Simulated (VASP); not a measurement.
Band structure of Pm (relaxed from the dhcp structure, space group P6_3/mmc). All values below come from PBEsol GGA, VASP's PBE PAW potentials (set 64) (plane waves; VASP).

The 4f electrons are frozen in the core of the lanthanide potential, so 4f levels, which can set the real gap, and their magnetism are missing.

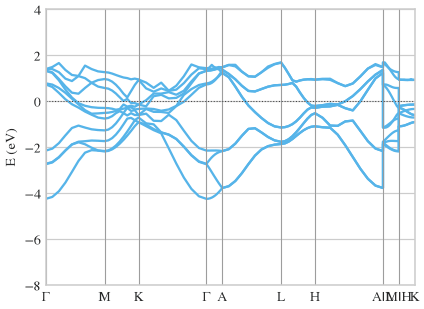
*Bands along high-symmetry lines, zero at the valence-band maximum or, without a gap, the Fermi level*

**Question.** Read the plot: is there a gap, and where are the band edges?

**Answer.** It has no gap at this level: it comes out as a metal or semimetal. (Edges off the drawn lines would not show.)

The structure was generated: Pm was put into the dhcp type (P6_3/mmc), which need not be its known phase. It was relaxed first.
